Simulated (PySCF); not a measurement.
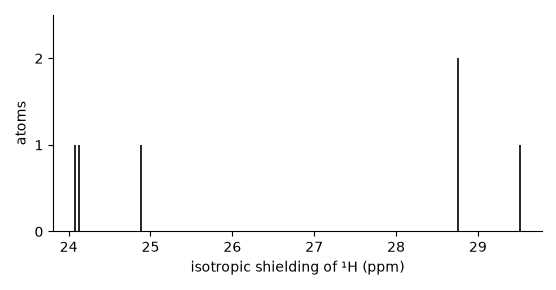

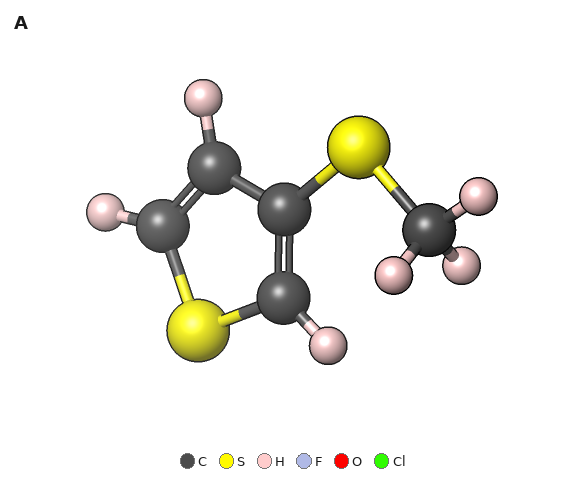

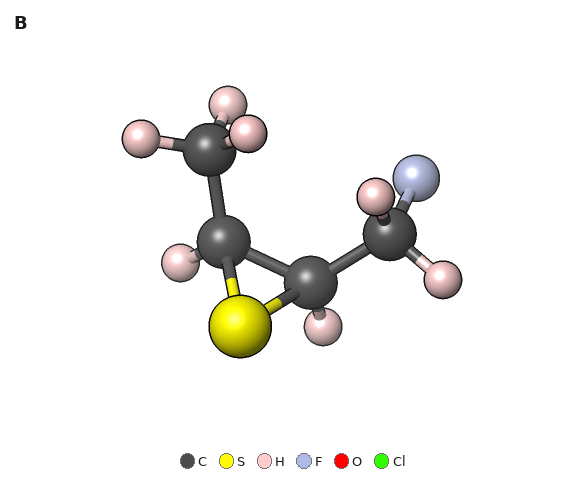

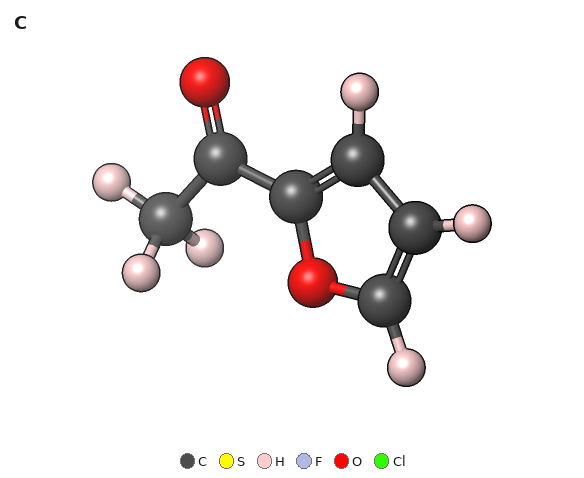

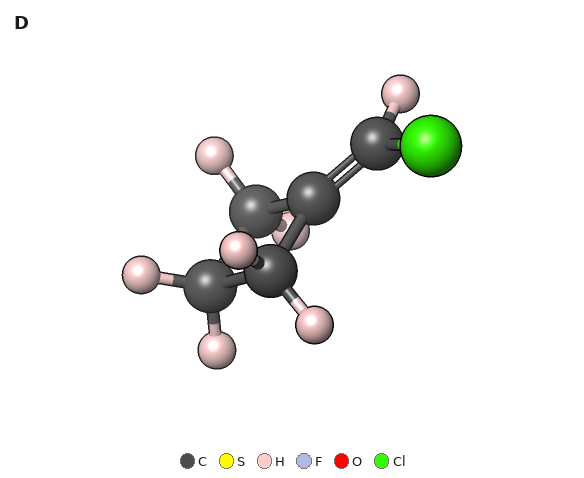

The sticks are computed shieldings of one of the molecules, for one fixed geometry (PBE0-D3(BJ)/def2-SVP) without averaging over rotations. Low shielding means a high chemical shift. Method: GIAO KT3/pcSseg-1 NMR shielding, non-relativistic, gas phase (PySCF 2.14.0).

### Which molecule gives this pattern?

C, `CC(=O)c1ccco1`. Its 6 H atoms give lines at 24.08, 24.13, 24.88, 28.75 (2 atoms), 29.51 ppm.
